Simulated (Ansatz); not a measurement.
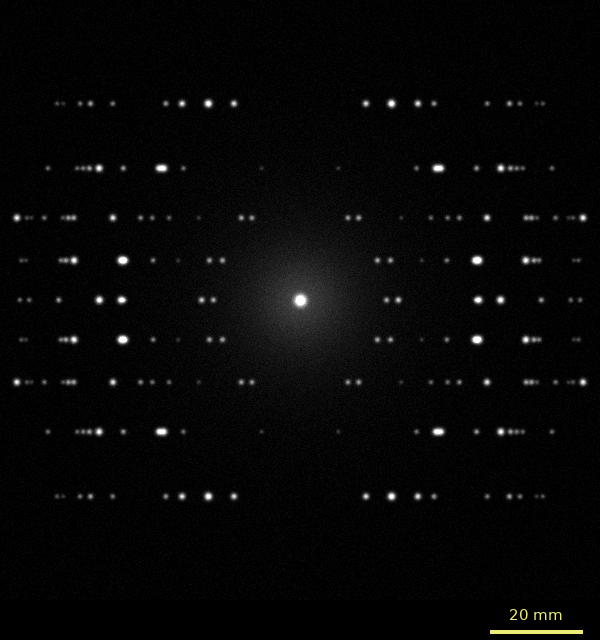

Simulated X-ray rotation photograph: Co Kα radiation (λ = 1.7902 Å), cylindrical film of radius 57.3 mm unrolled, rotation axis vertical and normal to the beam, kinematic intensities without Lorentz or polarisation factors, the film spanning ±63° about the beam; spots down to d = 1.70 Å.

### Measure the layer lines and find the identity period along the axis.

The first layer line lies 8.7 mm from the equator, so tan ν = 0.152, sin ν = 0.150 and the period is λ/sin ν = 11.90 Å. Further lines follow at 18.1, 29.0, 43.1 mm.

The crystal is Bi2As, space group P6_3/mmc (No. 194), a = 6.250 Å, c = 10.132 Å (hexagonal axes). Structure: the end point of a relaxation (final pressure about 8.9 GPa) with Ansatz, DFT, PAW plane waves, r2scan; the starting structure was generated, so it need not be a known form of this composition.

### About which axis was it rotated?

About [101] (or an equivalent direction), whose length in the conventional cell is 11.905 Å.
